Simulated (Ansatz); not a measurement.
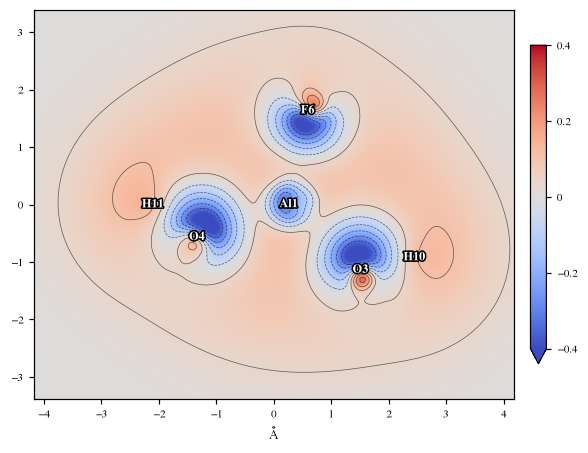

*AlFH$_{2}$O$_{2}$···CH$_{4}$. One frontier orbital on the plane of atoms Al1, O4 and H11 (values in Å⁻³ᐟ²; the overall sign is arbitrary).*

Computed with RKS B3LYP/def2-SVP in Ansatz.

```xyz
11

Al   -0.5505   -0.9790    0.5769
C     0.5838    1.3706   -0.6266
O    -1.1348   -1.5808   -0.8936
O     0.9311   -1.5781    1.1461
H    -0.3197    1.4849   -0.0063
F    -1.5116   -0.0101    1.5405
H     0.3048    1.1670   -1.6685
H     1.1554    2.3076   -0.5633
H     1.2282    0.5590   -0.2491
H    -2.0089   -1.3986   -1.2479
H     1.3221   -1.3428    1.9917
```

Q: Which orbital is it: HOMO or LUMO?

A: The LUMO, at −0.37 eV. By Hirshfeld shares it lies mainly on Al1 (about 50 %), O3 (about 10 %), O4 (about 10 %), F6 (about 10 %), H10 (about 5 %) and H11 (about 5 %).
